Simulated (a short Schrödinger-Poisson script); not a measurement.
System: MOS inversion layer, HfO2 on p-type Si(100), at 300 K.

```csv
layer,material,thickness (nm),Na (cm⁻³)
1,HfO2,6.6,-
2,Si,440,9.5e17
```

The device is made up for the run: typed textbook-type constants, with dimensions and the other settings drawn at random. HfO2: permittivity 22, conduction-band edge (eV) 1.55, gap (eV) 5.7, electron mass (mₑ) 0.2. Si: permittivity 11.7, conduction-band edge (eV) 0, gap (eV) 1.124, Nv at 300 K (cm⁻³) 3.1e19.

Channel valleys (confinement mass, in-plane density-of-states mass, number): Δ2 0.916, 0.19, 2; Δ4 0.19, 0.417, 4. At the gate the conduction-band edge of layer 1 lies 1.68 eV − eVg above the Fermi level of the channel; the field vanishes at the back. Gaps are held at their typed values at every temperature. Mesh 0.03 nm at interfaces.

From a short Schrödinger-Poisson script (our own, NumPy): 1D Poisson equation in equilibrium, electrons quantum, Hartree (BenDaniel-Duke, 12 states a valley, the channel's in-plane mass for all, wave functions ending at the dielectric), parabolic valleys, classical holes, full ionisation, no traps, pinning or gate leakage.

Only gate voltages with over 1e8 electrons/cm² are shown.

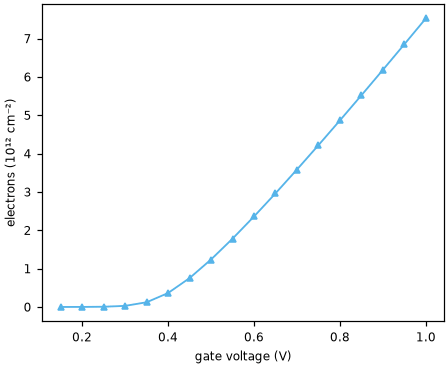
Figure. Sheet density against gate voltage

```csv
Vg (V),electrons (cm⁻²),C (μF/cm²),Δ2 E0 (meV),Δ2 E1 (meV),Δ4 E0 (meV),Δ4 E1 (meV)
0.15,2.01e8,0.277,263.8,342.1,336.0,463.2
0.2,1.06e9,0.274,220.4,300.2,294.0,423.9
0.25,5.61e9,0.290,177.1,258.3,252.0,384.4
0.3,2.85e10,0.385,134.7,217.5,211.0,345.9
0.35,1.22e11,0.700,96.6,180.9,174.4,311.5
0.4,3.63e11,1.16,67.5,153.6,147.2,286.1
0.45,7.52e11,1.51,47.5,135.6,129.2,269.6
0.5,1.24e12,1.71,33.1,123.3,117.1,258.8
0.55,1.78e12,1.84,22.0,114.5,108.4,251.2
0.6,2.36e12,1.93,13.0,107.6,101.8,245.6
0.65,2.96e12,1.99,5.2,102.0,96.4,241.1
0.7,3.58e12,2.03,-1.6,97.3,91.9,237.4
0.75,4.22e12,2.07,-7.8,93.3,88.0,234.4
0.8,4.87e12,2.10,-13.5,89.7,84.5,231.7
0.85,5.52e12,2.12,-18.9,86.5,81.5,229.4
0.9,6.18e12,2.14,-24.0,83.5,78.6,227.3
0.95,6.85e12,2.16,-28.8,80.8,76.0,225.4
1,7.53e12,2.18,-33.4,78.2,73.6,223.7
```

Subbands count from the Fermi level.
